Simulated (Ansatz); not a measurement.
# AlH7NSi2 (charge +1): what the fields show

The calculation's input:

```
crystal:
  periodic: [false, false, false]
  atoms:
    - symbol: Al
      position_ang: [0.535180, -1.991472, -1.781020]
    - symbol: N
      position_ang: [-0.714276, -0.683327, -1.225986]
    - symbol: Si
      position_ang: [-0.538851, 0.970579, -1.218190]
    - symbol: Si
      position_ang: [-2.215650, 2.460368, -0.486197]
    - symbol: H
      position_ang: [-0.001546, -3.455651, -1.637373]
    - symbol: H
      position_ang: [-1.611595, -1.039967, -0.887899]
    - symbol: H
      position_ang: [0.794427, 1.380056, -1.726044]
    - symbol: H
      position_ang: [1.858918, -1.304077, -2.272056]
    - symbol: H
      position_ang: [-1.586545, 3.205989, 0.634122]
    - symbol: H
      position_ang: [-2.498261, 3.311744, -1.670315]
    - symbol: H
      position_ang: [-3.353286, 1.599991, -0.075615]
basis:
  gaussian:
    orbitals: def2-TZVPD
total_charge: 1
hamiltonian:
  xc: {name: PBE0}
output: {forces: true, orbitals: {seedname: orbitals}}
```

Launched as:

```sh
ansatz run input.yaml --threads 2 --pin off --max-ram 4350MiB --events-out events.jsonl --progress --plain --runs-dir runs
```

Geometry: PBE0-D3(BJ)/pcseg-1.

These are results of Ansatz, isolated molecule in a Gaussian basis; Kohn-Sham density functional theory, functional PBE0, not measurements.

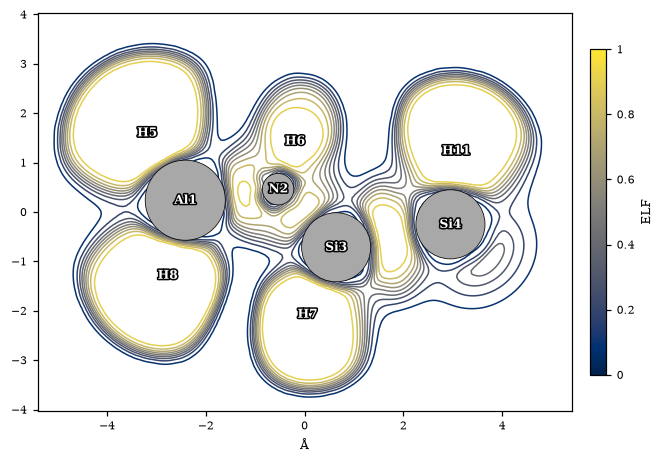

Figure 1. ELF on the plane of atoms N2, Si3 and H7. Grey discs cover the atomic cores.

### Interpret the plot.

Atoms in the plane: Al, N, Si and H. Si–N (1.66 Å): the ELF peaks at about 0.90 between the atoms: a short, strongly polar bond. Al–N (1.89 Å): the ELF peaks at about 0.95 in the valence shell of N, 0.7 Å from its nucleus, and is about 0.70 at the midpoint. Si–Si (2.36 Å): the ELF peaks at about 1 between the atoms: localised, covalent bonding. N–H (1.02 Å): the ELF climbs to about 1 towards the hydrogen, as it does in any bond to H; an ordinary covalent bond to hydrogen. Si–H (1.48 Å): the ELF climbs to about 1 towards the hydrogen.

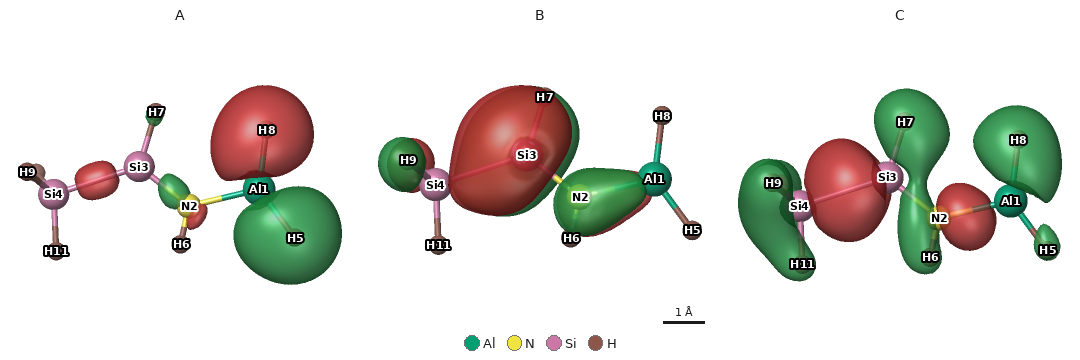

Figure 2. Three frontier orbitals at ±0.08 Å⁻³ᐟ² (green and red are the two phases), in no order.

### Order the three orbitals by energy and name them.

C is the HOMO−1 (−13.54 eV). By Hirshfeld shares it lies mainly on Si3 (about 25 %), Si4 (about 25 %), N2 (about 15 %), Al1 (about 10 %), H8 (about 10 %) and H7 (about 5 %). A is the HOMO (−12.77 eV). It lies mainly on Al1 (about 35 %), H5 (about 30 %) and H8 (about 25 %). B is the LUMO (−7.40 eV). Its weight (Hirshfeld) is mainly on Si3 (about 60 %) and N2 (about 10 %).

### What is the HOMO–LUMO gap?

5.37 eV between the orbital energies.
